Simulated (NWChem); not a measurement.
**MgCl2 (SMILES [Cl][Mg][Cl]) at 4 levels**

We compute a comparison of 4 runs (HF/STO-3G, HF/3-21G, B3LYP/6-31G*) of MgCl2. 

The results are computed with NWChem 7.3.0.

15 further runs of the same task are left out: 15 set aside as unsound or not needed.

## (1) The structure to begin with

MgCl2: 3 atoms, total charge 0, spin state singlet. SMILES: `[Cl][Mg][Cl]`. One bond was lengthened or shortened from a relaxed shape.

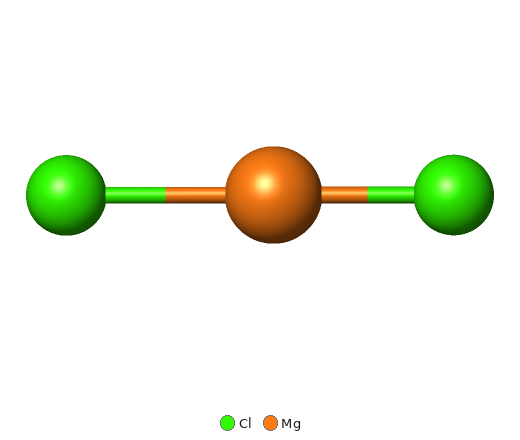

Viewed from a chosen angle; chlorine green, magnesium orange.

## (2) The energy at HF/STO-3G (run 1)

File run.py:

```python
from ase import Atoms
from ase.calculators.nwchem import NWChem

system = Atoms(['Cl', 'Mg', 'Cl'], positions=[
    [0.533941, 2.352539, 0.540126],
    [0.064641, 0.288539, 0.066226],
    [-0.470100, -2.086400, -0.477600],
])

calc = NWChem(
    label='test',
    theory='scf',
    memory='2200 mb',
    basis='STO-3G',
    basispar='spherical bse',
    scf={'nopen': '0', 'rhf': None, 'thresh': '1e-08', 'maxiter': '80'},
    task='energy',
)
system.calc = calc

e = system.get_potential_energy()
print(f"E = {e:.6f} eV")
print("dipole (e A):", system.get_dipole_moment().round(4))
```

Launch:

```sh
$ export ASE_NWCHEM_COMMAND="nwchem PREFIX.nwi > PREFIX.nwo"
$ python run.py
```

The program printed:

```text
E = -30108.389586 eV
dipole (e A): [0.0611 0.2851 0.0644]
```

The calculator wrote test.nwi:

```
title "test"

permanent_dir test

scratch_dir test

start test

geometry units angstrom nocenter noautosym noautoz
  Cl 5.3394100000000000e-01 2.3525390000000002e+00 5.4012600000000000e-01
  Mg 6.4641000000000004e-02 2.8853899999999999e-01 6.6225999999999993e-02
  Cl -4.7010000000000002e-01 -2.0863999999999998e+00 -4.7760000000000002e-01
end

memory 2200 mb

basis spherical bse noprint
   * library STO-3G
end

scf
  nopen 0
  rhf
  thresh 1e-08
  maxiter 80
end

task scf energy
```

test.nwo, shortened:

```text
[...]
      One-electron energy =  -1791.062601922742
[... 1 line left out ...]
 Nuclear repulsion energy =    125.839973593238
[... 35 lines left out ...]
                       ROHF Final Molecular Orbital Analysis
[... 107 lines left out ...]
 center of mass
[...]
```

Run time: 1.4 s. Hardware: 1 thread of Intel Xeon 6975P-C (Granite Rapids), shared host; peak memory 0.097 GiB.

## (3) The energy at HF/3-21G (run 2)

File work.nw:

```
start work
title "Cl2Mg energy"
memory 2200 mb

geometry units angstroms noautosym nocenter noautoz
  Cl    0.533941    2.352539    0.540126
  Mg    0.064641    0.288539    0.066226
  Cl   -0.470100   -2.086400   -0.477600
end

basis spherical bse
  * library 3-21G
end

scf
  thresh 1e-08
  maxiter 80
end

task scf
```

Launch:

```sh
$ nwchem work.nw > work.out
```

The program printed:

```text
[...]
  functions       =    39
[...]
  wavefunction    = RHF
[...]
         Total SCF energy =  -1113.231441291707
      One-electron energy =  -1795.484364769616
      Two-electron energy =    556.412949884671
 Nuclear repulsion energy =    125.839973593238
        Time for solution =      0.5s
[...]
```

Run time: 1.1 s. Hardware: 1 thread of Intel Xeon 6975P-C (Granite Rapids), shared host; peak memory 0.099 GiB.

Run 3 isn't shown in full; the table further down has it.

## (4) The energy at B3LYP/6-31G(d) (Cartesian functions) (run 4)

File cl2mg.xyz:

```xyz
3
Cl2Mg energy
Cl     0.533941     2.352539     0.540126
Mg     0.064641     0.288539     0.066226
Cl    -0.470100    -2.086400    -0.477600
```

File cl2mg.nw:

```
START cl2mg
TITLE "Cl2Mg energy"
memory 2200 mb

GEOMETRY noautosym nocenter noautoz
  load format xyz cl2mg.xyz
END

BASIS cartesian
  * library 6-31G*
END

DFT
  xc b3lyp
  grid xfine
  convergence energy 1e-08
  maxiter 100
  mulliken
END

TASK dft energy
```

Launch:

```sh
$ nwchem cl2mg.nw > cl2mg.out
```

The program printed:

```text
[...]
          Wavefunction type:  closed shell.
          No. of atoms     :     3
          No. of electrons :    46
[...]
          Charge           :     0
          Spin multiplicity:     1
[...]
          AO basis - number of functions:    57
[...]
              XC Information
              --------------
                         B3LYP Method XC Potential
                     Hartree-Fock (Exact) Exchange  0.200
                        Slater Exchange Functional  0.800 local
                    Becke 1988 Exchange Functional  0.720 non-local
              Lee-Yang-Parr Correlation Functional  0.810
                  VWN I RPA Correlation Functional  0.190 local
[...]
 d= 0,ls=0.0,diis     1  -1120.5632238732 -1.25D+03  2.51D-02  5.22D-01     0.8
[...]
 d= 0,ls=0.0,diis    10  -1120.6162222884 -4.62D-11  1.71D-07  5.49D-11     6.6
         Total DFT energy =    -1120.616222288380
      One electron energy =    -1801.932767979176
           Coulomb energy =      628.562901788945
    Exchange-Corr. energy =      -73.086329691387
 Nuclear repulsion energy =      125.839973593238
[...]
      Total Density - Mulliken Population Analysis
     ---------------------------------------------
    Atom       Charge   Shell Charges
 -----------   ------   -------------------------------------------------------
    1 Cl  17    17.24   2.00  1.99  5.97  1.45  3.62  0.52  1.73 -0.04
    2 Mg  12    11.35   2.00  1.99  5.96  0.57  0.56  0.05  0.05  0.16
    3 Cl  17    17.41   2.00  1.99  5.97  1.46  3.57  0.57  1.90 -0.05
[...]
```

Wall time 7.2 s (1 thread of Intel Xeon 6975P-C (Granite Rapids), shared host); peak memory 0.12 GiB.

## (5) All runs side by side

```
run                               level  iteration cap  module   energy (Eh)  dipole moment (D)  HOMO energy (eV)  LUMO energy (eV)  wall time
  1                           HF/STO-3G             80     scf  -1106.462918               1.43             -8.37              5.56      1.4 s
  2                            HF/3-21G             80     scf  -1113.231441               1.20            -11.68             -0.22      1.1 s
  3  B3LYP/6-31G* (spherical functions)            100     dft  -1120.608654                  –                 –                 –      6.3 s
  4  B3LYP/6-31G* (Cartesian functions)            100     dft  -1120.616222               1.33             -8.03             -2.67      7.2 s
```

## (6) Outcome

| quantity | value |
| --- | --- |
| run 4: total energy | -1120.61622 Eh |
| run 4: dipole moment | 1.33 D |
| run 4: HOMO energy | -8.03 eV |
| run 4: LUMO energy | -2.67 eV |
| run 4: HOMO–LUMO gap | 5.36 eV |

**Reading.** Over runs 1, 2, 4 the dipole moment (its size) runs from 1.20 D (HF/3-21G) to 1.43 D (HF/STO-3G). Over runs 1, 2, 4 the HOMO–LUMO gap runs from 5.36 eV (B3LYP/6-31G*) to 13.93 eV (HF/STO-3G). The two ends differ in method and basis. In run 1 the basis is minimal, so the values are rough. All runs together took 16 s, the longest 7.2 s.
